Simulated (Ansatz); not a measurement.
**SOF radical: energies up the ladder**

Wanted for SOF radical: energies up the ladder. Spin multiplicity 2.

Method: the levels named in each step, in Ansatz 0.2.0.

**1. The system as given**

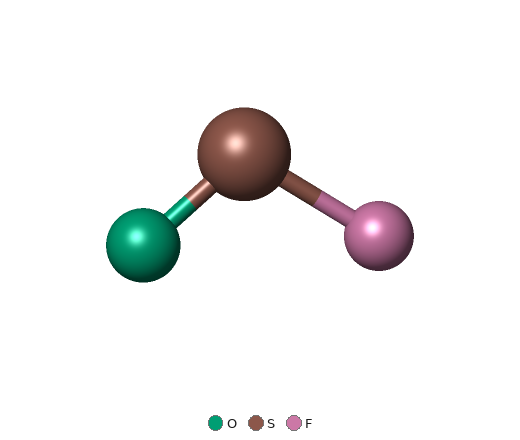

Start, viewed from a chosen angle; oxygen teal, sulfur brown, fluorine pink.

Structure file:

```xyz
3

O    -1.2362   -0.4511   -0.0023
S    -0.1382    0.4769   -0.0033
F     1.2744   -0.4250    0.0075
```

**2. A rough first relaxation, PBE-D4/def2-SVP**

This run stands in another session on the same molecule. It ended at:

```xyz
3

O    -1.2860   -0.4570   -0.0025
S    -0.1133    0.4712   -0.0031
F     1.2992   -0.4134    0.0075
```

**3. Relaxation, PBE0-D4/def2-TZVPP**

This run stands in another session on the same molecule. It ended at:

```xyz
3

O    -1.2332   -0.4526   -0.0023
S    -0.1073    0.4610   -0.0031
F     1.2404   -0.4077    0.0073
```

**4. Frequencies, PBE0-D4/def2-TZVPP**

input.yaml reads:

```yaml
crystal:
  periodic: [false, false, false]
  atoms:
    - { symbol: O, position_ang: [-1.23318418, -0.45255949, -0.00229964] }
    - { symbol: S, position_ang: [-0.10728279, 0.46099474, -0.00306581] }
    - { symbol: F, position_ang: [1.24039698, -0.40765525, 0.00726545] }
magnetization:
  spin_polarized: true
  initial_magnetization: 1
basis:
  gaussian: { orbitals: def2-TZVPP }
hamiltonian:
  xc: pbe0
  dispersion: d4
phonons: {}
```

Started as:

```sh
$ ansatz run input.yaml --threads 2 --pin off --max-ram 5120MiB --backend cpu --events-out ev --progress --plain --runs-dir out
```

What it wrote (excerpt; [...] marks lines left out):

```text
Warning: RAYON_NUM_THREADS=2 ignored (pool sized by the plan → 2); use --threads N
[...]
Functional definition: PBE0
[...]
622 factors; their error is unknown
[...]
mean field -15592.26385492 eV, -573.0051278522 hartree, gradient 4.2e-5 eV, S^2 0.756522; 0 other end points of the search recorded, 0 dependent functions left out
[...]
reference -15592.26387069 eV, -573.0051284319 hartree; 17, 16 occupied and 87, 88 virtual orbitals, 622 factors
[...]
622 factors; their error is unknown
mean field -15592.26377024 eV, -573.0051247402 hartree, gradient 9.9e-7 eV, S^2 0.756517; 0 other end points of the search recorded, 0 dependent functions left out
[...]
reference -15592.26378601 eV, -573.0051253199 hartree; 17, 16 occupied and 87, 88 virtual orbitals, 622 factors
[...]
622 factors; their error is unknown
[...]
mean field -15592.26377381 eV, -573.0051248717 hartree, gradient 2.2e-6 eV, S^2 0.756528; 0 other end points of the search recorded, 0 dependent functions left out
[...]
reference -15592.26378959 eV, -573.0051254515 hartree; 17, 16 occupied and 87, 88 virtual orbitals, 622 factors
[...]
622 factors; their error is unknown
mean field -15592.26378924 eV, -573.0051254386 hartree, gradient 9.8e-7 eV, S^2 0.756515; 0 other end points of the search recorded, 0 dependent functions left out
[...]
reference -15592.26380502 eV, -573.0051260183 hartree; 17, 16 occupied and 87, 88 virtual orbitals, 622 factors
[...]
622 factors; their error is unknown
[...]
622 factors; their error is unknown
mean field -15592.26382320 eV, -573.0051266864 hartree, gradient 2.5e-6 eV, S^2 0.756526; 0 other end points of the search recorded, 0 dependent functions left out
[...]
reference -15592.26383897 eV, -573.0051272663 hartree; 17, 16 occupied and 87, 88 virtual orbitals, 622 factors
[...]
622 factors; their error is unknown
mean field -15592.26382405 eV, -573.0051267179 hartree, gradient 2.0e-6 eV, S^2 0.756519; 0 other end points of the search recorded, 0 dependent functions left out
[...]
reference -15592.26383983 eV, -573.0051272976 hartree; 17, 16 occupied and 87, 88 virtual orbitals, 622 factors
[...]
622 factors; their error is unknown
[...]
mean field -15592.26382631 eV, -573.0051268009 hartree, gradient 1.6e-6 eV, S^2 0.756521; 0 other end points of the search recorded, 0 dependent functions left out
[...]
reference -15592.26384208 eV, -573.0051273806 hartree; 17, 16 occupied and 87, 88 virtual orbitals, 622 factors
[...]
622 factors; their error is unknown
mean field -15592.26382180 eV, -573.0051266350 hartree, gradient 1.4e-6 eV, S^2 0.756524; 0 other end points of the search recorded, 0 dependent functions left out
[...]
reference -15592.26383757 eV, -573.0051272148 hartree; 17, 16 occupied and 87, 88 virtual orbitals, 622 factors
Total energy: -15592.29511064 eV, -573.0062764787 hartree
Atom 0 at    -1.233184    -0.452559    -0.002300 Å, force    -0.000080    -0.000074     0.000000 eV/Å
Atom 1 at    -0.107283     0.460995    -0.003066 Å, force     0.000166     0.000025     0.000001 eV/Å
Atom 2 at     1.240397    -0.407655     0.007265 Å, force    -0.000086     0.000049    -0.000001 eV/Å
Dipole moment:     0.113163     0.336645    -0.001481 e Å
Vibrations: 405.61 785.34 1260.61 cm⁻¹, zero-point energy 0.151977 eV
```

It took 32 s on 2 threads of Intel Xeon at 2.50GHz (Skylake/Cascade Lake), shared host; peak memory 0.19 GiB.

Harmonic frequencies (cm⁻¹; negative: imaginary): 406, 785, 1261.

**5. Single point, PBE-D4/def2-TZVPP**

Changes to input.yaml since step 4:

```diff
@@ -12,4 +12,3 @@
 hamiltonian:
-  xc: pbe0
+  xc: pbe
   dispersion: d4
-phonons: {}
```

Started as:

```sh
$ ansatz run input.yaml --threads 2 --pin off --max-ram 5120MiB --backend cpu --events-out ev --progress --plain --runs-dir out
```

What it wrote:

```text
Warning: RAYON_NUM_THREADS=2 ignored (pool sized by the plan → 2); use --threads N
Engine: ansatz 0.2.0, x86_64-unknown-linux-gnu
Functional definition: PBE
  parameter kappa = 0.804
  parameter beta = 0.06672455060314922
  exchange = pbe_x(kappa = kappa, mu = beta*pi^2/3)
  correlation = pbe_c(beta = beta)
591 factors; their error is unknown
mean field evaluation 1: about -15584.8547 eV, gradient 4.6e1 eV
mean field evaluation 2: about -15509.9678 eV, gradient 1.3e2 eV
mean field evaluation 4: about -15590.8534 eV, gradient 1.8e1 eV
mean field evaluation 8: about -15591.8426 eV, gradient 6.1e-2 eV
mean field evaluation 16: about -15591.8404 eV, gradient 1.8e-5 eV
mean field -15591.84043867 eV, -572.9895675920 hartree, gradient 1.8e-5 eV, S^2 0.752902; 0 other end points of the search recorded, 0 dependent functions left out
reference -15591.84045965 eV, -572.9895683629 hartree; 17, 16 occupied and 87, 88 virtual orbitals, 591 factors
Total energy: -15591.87866399 eV, -572.9909723467 hartree
```

Run time: 2.5 s. Hardware: 2 threads of Intel Xeon at 2.50GHz (Skylake/Cascade Lake), shared host; peak memory 0.16 GiB.

**6. Single point, r2SCAN-D4/def2-TZVPP**

Changes to input.yaml since step 5:

```diff
@@ -12,3 +12,3 @@
 hamiltonian:
-  xc: pbe
+  xc: r2scan
   dispersion: d4
```

Started as:

```sh
$ ansatz run input.yaml --threads 2 --pin off --max-ram 5120MiB --backend cpu --events-out ev --progress --plain --runs-dir out
```

What it wrote:

```text
Warning: RAYON_NUM_THREADS=2 ignored (pool sized by the plan → 2); use --threads N
[... 1 set-up line as earlier in the session ...]
Functional definition: r2SCAN
  parameter k0 = 0.174
  parameter k1 = 0.065
  parameter a1 = 4.9479
  exchange = r2scan_x(k0 = k0, k1 = k1, a1 = a1)
  correlation = r2scan_c
591 factors; their error is unknown
mean field evaluation 1: about -15591.8650 eV, gradient 4.4e1 eV
mean field evaluation 2: about -15535.4257 eV, gradient 1.2e2 eV
mean field evaluation 4: about -15597.4865 eV, gradient 1.4e1 eV
mean field evaluation 8: about -15598.0649 eV, gradient 1.7e-1 eV
mean field evaluation 16: about -15598.0602 eV, gradient 2.0e-4 eV
mean field -15598.06022870 eV, -573.2181406597 hartree, gradient 3.8e-5 eV, S^2 0.756670; 0 other end points of the search recorded, 0 dependent functions left out
reference -15598.06023483 eV, -573.2181408850 hartree; 17, 16 occupied and 87, 88 virtual orbitals, 591 factors
Total energy: -15598.06856127 eV, -573.2184468762 hartree
```

Run time: 4.1 s. Hardware: 2 threads of Intel Xeon at 2.50GHz (Skylake/Cascade Lake), shared host; peak memory 0.18 GiB.

**7. Single point, B3LYP-D4/def2-TZVPP**

Changes to input.yaml since step 6:

```diff
@@ -12,3 +12,3 @@
 hamiltonian:
-  xc: r2scan
+  xc: { name: B3LYP }
   dispersion: d4
```

Started as:

```sh
$ ansatz run input.yaml --threads 2 --pin off --max-ram 5120MiB --backend cpu --events-out ev --progress --plain --runs-dir out
```

What it wrote:

```text
Warning: RAYON_NUM_THREADS=2 ignored (pool sized by the plan → 2); use --threads N
[... 1 set-up line as earlier in the session ...]
Functional definition: B3LYP
  parameter a0 = 0.2
  parameter ax = 0.72
  parameter ac = 0.81
  exchange = (1 - a0 - ax)*slater_x + ax*b88_x + a0*exact_x
  correlation = (1 - ac)*vwn_rpa_c + ac*lyp_c
603 factors; their error is unknown
mean field evaluation 1: about -15595.1004 eV, gradient 4.3e1 eV
mean field evaluation 2: about -15557.9609 eV, gradient 1.0e2 eV
mean field evaluation 4: about -15600.8842 eV, gradient 9.8e0 eV
mean field evaluation 8: about -15601.1590 eV, gradient 1.2e-1 eV
mean field evaluation 16: about -15601.1809 eV, gradient 1.3e-4 eV
mean field -15601.18090065 eV, -573.3328232386 hartree, gradient 3.4e-5 eV, S^2 0.755238; 0 other end points of the search recorded, 0 dependent functions left out
reference -15601.18105848 eV, -573.3328290387 hartree; 17, 16 occupied and 87, 88 virtual orbitals, 603 factors
Total energy: -15601.24366901 eV, -573.3351299332 hartree
```

Wall time 2.9 s (2 threads of Intel Xeon at 2.50GHz (Skylake/Cascade Lake), shared host); peak memory 0.18 GiB.

**8. Single point, wB97M-V/def2-TZVPP**

Changes to input.yaml since step 7:

```diff
@@ -12,3 +12,2 @@
 hamiltonian:
-  xc: { name: B3LYP }
-  dispersion: d4
+  xc: { name: wB97M-V }
```

Started as:

```sh
$ ansatz run input.yaml --threads 2 --pin off --max-ram 5120MiB --backend cpu --events-out ev --progress --plain --runs-dir out
```

What it wrote (excerpt; [...] marks lines left out):

```text
Warning: RAYON_NUM_THREADS=2 ignored (pool sized by the plan → 2); use --threads N
[...]
Functional definition: wB97M-V
[...]
  gx(w, u) = 1 - cx + cx01*u + cx10*w
  gss(w, u) = css00 + css04*u^4 + css10*w + css20*w^2 + css43*w^4*u^3
  gos(w, u) = cos00 + cos10*w + (cos20 + cos21*u)*w^2 + (cos60 + cos61*u)*w^6
[...]
      + integral(e_c_pw_mod_opposite_spin*gos(b97_w_opposite, b97_u_opposite)) + vv10(b, c)
598 factors; their error is unknown
99 factors; integrals over basis functions are off by at most 1.1e-5 eV
[...]
mean field -15599.04671588 eV, -573.2543933949 hartree, gradient 5.8e-5 eV, S^2 0.753631; 0 other end points of the search recorded, 0 dependent functions left out
reference -15599.04673971 eV, -573.2543942706 hartree; 17, 16 occupied and 87, 88 virtual orbitals, 598 factors
Total energy: -15599.04673971 eV, -573.2543942706 hartree
```

It took 6.2 s on 2 threads of Intel Xeon at 2.50GHz (Skylake/Cascade Lake), shared host; peak memory 0.27 GiB.

**9. Single point, B2PLYP/def2-TZVPP**

Changes to input.yaml since step 8:

```diff
@@ -12,2 +12,2 @@
 hamiltonian:
-  xc: { name: wB97M-V }
+  xc: { name: B2PLYP }
```

Started as:

```sh
$ ansatz run input.yaml --threads 2 --pin off --max-ram 5120MiB --backend cpu --events-out ev --progress --plain --runs-dir out
```

What it wrote (excerpt; [...] marks lines left out):

```text
Warning: RAYON_NUM_THREADS=2 ignored (pool sized by the plan → 2); use --threads N
[...]
Functional definition: B2PLYP
[...]
661 factors; integrals over basis functions are off by at most 1.4e-3 eV
[...]
mean field -15588.85370346 eV, -572.8798070975 hartree, gradient 4.8e-6 eV, S^2 0.763259; 0 other end points of the search recorded, 0 dependent functions left out
7 core orbitals not correlated: weight in the atoms' cores, before any rotation towards them, 1.000 or more for the frozen orbitals, at most 0.000 for the correlated occupied ones
reference -15588.85380409 eV, -572.8798107957 hartree; 10, 9 occupied and 87, 88 virtual orbitals, 661 factors
second order -21.55733033 eV of doubles, -0.00000000 eV of singles
Total energy: -15594.67428328 eV, -573.0937094607 hartree
```

It took 4.4 s on 2 threads of Intel Xeon at 2.50GHz (Skylake/Cascade Lake), shared host; peak memory 0.18 GiB.

**10. Single point, LDA/def2-TZVPP**

Changes to input.yaml since step 9:

```diff
@@ -12,2 +12,2 @@
 hamiltonian:
-  xc: { name: B2PLYP }
+  xc: lda
```

Started as:

```sh
$ ansatz run input.yaml --threads 2 --pin off --max-ram 5120MiB --backend cpu --events-out ev --progress --plain --runs-dir out
```

What it wrote:

```text
Warning: RAYON_NUM_THREADS=2 ignored (pool sized by the plan → 2); use --threads N
[... 1 set-up line as earlier in the session ...]
Functional definition: SPW92
  exchange = slater_x
  correlation = pw_c
591 factors; their error is unknown
mean field evaluation 1: about -15525.4675 eV, gradient 4.6e1 eV
mean field evaluation 2: about -15450.3775 eV, gradient 1.3e2 eV
mean field evaluation 4: about -15531.2260 eV, gradient 1.8e1 eV
mean field evaluation 8: about -15532.2185 eV, gradient 5.9e-2 eV
mean field evaluation 16: about -15532.2168 eV, gradient 4.0e-5 eV
mean field -15532.21681636 eV, -570.7984398864 hartree, gradient 4.0e-5 eV, S^2 0.751402; 0 other end points of the search recorded, 0 dependent functions left out
reference -15532.21683537 eV, -570.7984405853 hartree; 17, 16 occupied and 87, 88 virtual orbitals, 591 factors
Total energy: -15532.21683537 eV, -570.7984405853 hartree
```

It took 1.2 s on 2 threads of Intel Xeon at 2.50GHz (Skylake/Cascade Lake), shared host; peak memory 0.15 GiB.

**11. Single point, PBE0-D4/def2-SVP**

Changes to input.yaml since step 10:

```diff
@@ -10,4 +10,5 @@
 basis:
-  gaussian: { orbitals: def2-TZVPP }
+  gaussian: { orbitals: def2-SVP }
 hamiltonian:
-  xc: lda
+  xc: pbe0
+  dispersion: d4
```

Started as:

```sh
$ ansatz run input.yaml --threads 2 --pin off --max-ram 5120MiB --backend cpu --events-out ev --progress --plain --runs-dir out
```

What it wrote:

```text
Warning: RAYON_NUM_THREADS=2 ignored (pool sized by the plan → 2); use --threads N
[... 2 set-up lines as earlier in the session ...]
  parameter a = 0.25
[... 2 set-up lines as earlier in the session ...]
  exchange = (1 - a)*pbe_x(kappa = kappa, mu = beta*pi^2/3) + a*exact_x
[... 1 set-up line as earlier in the session ...]
417 factors; integrals over basis functions are off by at most 1.3e-3 eV
mean field evaluation 1: about -15576.7176 eV, gradient 3.7e1 eV
mean field evaluation 2: about -15554.2163 eV, gradient 8.3e1 eV
mean field evaluation 4: about -15581.6253 eV, gradient 5.4e0 eV
mean field evaluation 8: about -15581.7853 eV, gradient 3.6e-1 eV
mean field evaluation 16: about -15581.7863 eV, gradient 1.4e-4 eV
mean field -15581.78629262 eV, -572.6200845397 hartree, gradient 1.7e-5 eV, S^2 0.753914; 0 other end points of the search recorded, 0 dependent functions left out
reference -15581.78630080 eV, -572.6200848402 hartree; 17, 16 occupied and 29, 30 virtual orbitals, 417 factors
Total energy: -15581.81754074 eV, -572.6212328870 hartree
```

It took 1.4 s on 2 threads of Intel Xeon at 2.50GHz (Skylake/Cascade Lake), shared host; peak memory 0.11 GiB.

**12. Single point, PBE-D4/def2-SVP**

Changes to input.yaml since step 11:

```diff
@@ -12,3 +12,3 @@
 hamiltonian:
-  xc: pbe0
+  xc: pbe
   dispersion: d4
```

Started as:

```sh
$ ansatz run input.yaml --threads 2 --pin off --max-ram 5120MiB --backend cpu --events-out ev --progress --plain --runs-dir out
```

What it wrote (excerpt; [...] marks lines left out):

```text
Warning: RAYON_NUM_THREADS=2 ignored (pool sized by the plan → 2); use --threads N
[... 6 set-up lines as earlier in the session ...]
496 factors; their error is unknown
mean field evaluation 1: about -15574.6247 eV, gradient 4.3e1 eV
mean field evaluation 2: about -15510.0755 eV, gradient 1.2e2 eV
mean field evaluation 4: about -15580.8488 eV, gradient 1.2e1 eV
mean field evaluation 8: about -15581.3750 eV, gradient 1.1e-1 eV
mean field evaluation 16: about -15581.3422 eV, gradient 3.5e-5 eV
mean field -15581.34222792 eV, -572.6037654629 hartree, gradient 3.5e-5 eV, S^2 0.751605; 0 other end points of the search recorded, 0 dependent functions left out
reference -15581.34223886 eV, -572.6037658649 hartree; 17, 16 occupied and 29, 30 virtual orbitals, 496 factors
Total energy: -15581.38044320 eV, -572.6051698487 hartree
```

Wall time 1.1 s (2 threads of Intel Xeon at 2.50GHz (Skylake/Cascade Lake), shared host); peak memory 0.1 GiB.

**13. Single point, CCSD(T)/def2-TZVPP**

Changes to input.yaml since step 12:

```diff
@@ -10,5 +10,6 @@
 basis:
-  gaussian: { orbitals: def2-SVP }
-hamiltonian:
-  xc: pbe
-  dispersion: d4
+  gaussian: { orbitals: def2-TZVPP }
+correlation:
+  method: ccsd_t
+scf:
+  omitted_lower_state_checks: [cluster_reference]
```

Started as:

```sh
$ ansatz run input.yaml --threads 2 --pin off --max-ram 5120MiB --backend cpu --events-out ev --progress --plain --runs-dir out
```

What it wrote (excerpt; [...] marks lines left out):

```text
Warning: RAYON_NUM_THREADS=2 ignored (pool sized by the plan → 2); use --threads N
[...]
Functional definition: HF
[...]
661 factors; integrals over basis functions are off by at most 1.4e-3 eV
[...]
mean field -15561.69860322 eV, -571.8818755702 hartree, gradient 2.3e-6 eV, S^2 0.783399; 0 other end points of the search recorded, 0 dependent functions left out
7 core orbitals not correlated: weight in the atoms' cores, before any rotation towards them, 1.000 or more for the frozen orbitals, at most 0.000 for the correlated occupied ones
reference -15561.69860322 eV, -571.8818755702 hartree; 10, 9 occupied and 87, 88 virtual orbitals, 661 factors
second order -17.55559758 eV of doubles, -0.00000000 eV of singles
cycle   1  -17.15385499 eV  change    4.0e-1 eV  update   1.2e-1
[...]
cycle  11  -17.80124619 eV  change   -4.9e-6 eV  update   1.9e-5
perturbative correction -0.74327688 eV, -0.0273149215 hartree
Total energy: -15580.24312629 eV, -572.5633742231 hartree
Checks for a lower state left out: cluster_reference
```

It took 16 s on 2 threads of Intel Xeon at 2.50GHz (Skylake/Cascade Lake), shared host; peak memory 0.58 GiB.

**14. Single point, CCSD(T)/def2-QZVPP**

Changes to input.yaml since step 13:

```diff
@@ -10,3 +10,3 @@
 basis:
-  gaussian: { orbitals: def2-TZVPP }
+  gaussian: { orbitals: def2-QZVPP.json }
 correlation:
```

Started as:

```sh
$ ansatz run input.yaml --threads 2 --pin off --max-ram 5120MiB --backend cpu --events-out ev --progress --plain --runs-dir out
```

What it wrote (excerpt; [...] marks lines left out):

```text
Warning: RAYON_NUM_THREADS=2 ignored (pool sized by the plan → 2); use --threads N
[...]
[... 1 set-up line as earlier in the session ...]
[...]
1149 factors; integrals over basis functions are off by at most 1.0e-3 eV
[...]
mean field -15562.29028708 eV, -571.9036195510 hartree, gradient 2.2e-6 eV, S^2 0.785198; 0 other end points of the search recorded, 0 dependent functions left out
7 core orbitals not correlated: weight in the atoms' cores, before any rotation towards them, 1.000 or more for the frozen orbitals, at most 0.000 for the correlated occupied ones
reference -15562.29028708 eV, -571.9036195510 hartree; 10, 9 occupied and 167, 168 virtual orbitals, 1149 factors
second order -19.16575820 eV of doubles, -0.00000000 eV of singles
cycle   1  -18.57359562 eV  change    5.9e-1 eV  update   1.2e-1
[...]
cycle  11  -19.24356078 eV  change    1.1e-5 eV  update   2.1e-5
perturbative correction -0.86729647 eV, -0.0318725572 hartree
Total energy: -15582.40114432 eV, -572.6426799230 hartree
Checks for a lower state left out: cluster_reference
```

It took 1.7 min on 2 threads of Intel Xeon at 2.50GHz (Skylake/Cascade Lake), shared host; peak memory 3 GiB.

**15. Extrapolation to the basis-set limit**

CCSD(T)/CBS estimate, frozen core: CCSD(T) correlation extrapolated, from def2-TZVPP and def2-QZVPP: mean field -15562.3718 eV, total -15583.6429 eV. The exponents are 7.88 (mean field) and 2.97 (correlation).

**16. The levels compared**

```
             level  O1–S2 (Å)  S2–F3 (Å)  rotational constants (MHz)  dipole (D)  highest frequency (cm⁻¹)  CPU time
PBE0-D4/def2-TZVPP     1.4499     1.6034       38572, 9350.8, 7526.3        1.71                      1261      42 s
```

Constants are for the commonest isotopes at the equilibrium geometry; times are CPU times of the relaxations.

**17. Total energies**

```
               level  energy (eV)  CPU time
   PBE-D4/def2-TZVPP  -15591.8787     3.7 s
r2SCAN-D4/def2-TZVPP  -15598.0686     7.1 s
 B3LYP-D4/def2-TZVPP  -15601.2437       5 s
  wB97M-V/def2-TZVPP  -15599.0467      11 s
   B2PLYP/def2-TZVPP  -15594.6743     7.9 s
      LDA/def2-TZVPP  -15532.2168       2 s
    PBE0-D4/def2-SVP  -15581.8175     2.3 s
     PBE-D4/def2-SVP  -15581.3804     1.9 s
  CCSD(T)/def2-TZVPP  -15580.2431      30 s
  CCSD(T)/def2-QZVPP  -15582.4011   3.3 min
         CCSD(T)/CBS  -15583.6429         -
```

**18. Outcome**

```
                         quantity             value
      O1–S2 at PBE0-D4/def2-TZVPP           1.450 Å
      S2–F3 at PBE0-D4/def2-TZVPP           1.603 Å
frequencies at PBE0-D4/def2-TZVPP  406 to 1261 cm⁻¹
            energy at CCSD(T)/CBS     -15583.643 eV
```

What this shows: No mode is imaginary, so the geometry is a minimum. These totals serve in differences with atoms or fragments at the same level; alone they don't rank the methods.
